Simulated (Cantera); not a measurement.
Feed: 1 mol Fe, a varied amount of H₂O, held at 1600 K and 1 atm.

These are equilibrium values from Cantera (NASA tables, ideal gas, pure condensed phases), not measurements of a reactor. Candidate condensed phases: Fe, FeO, Fe(OH)₂, Fe(OH)₃, Fe₂O₃, Fe₃O₄, H₂O; 12 gas species. Mutual solubility and eutectic melting of coexisting phases are not modelled. The tables' stoichiometric FeO is somewhat more stable than real wüstite, so its field is too wide. FeO: taken at fixed stoichiometry. The numbers say what is thermodynamically allowed, not how fast it happens.

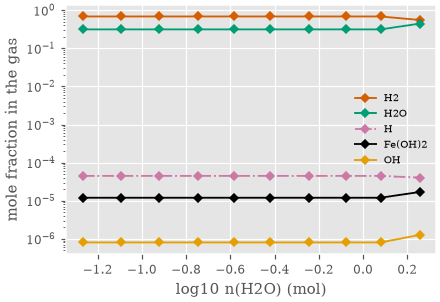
Figure: Equilibrium gas composition (values under 1e-9 drawn at 1e-9)

Q: Read off the mole fractions at 0.84 mol H₂O.

A: H₂ about 0.69, H₂O about 0.31, H about 4.5e-5, Fe(OH)₂ about 1.2e-5, OH about 8.0e-7.
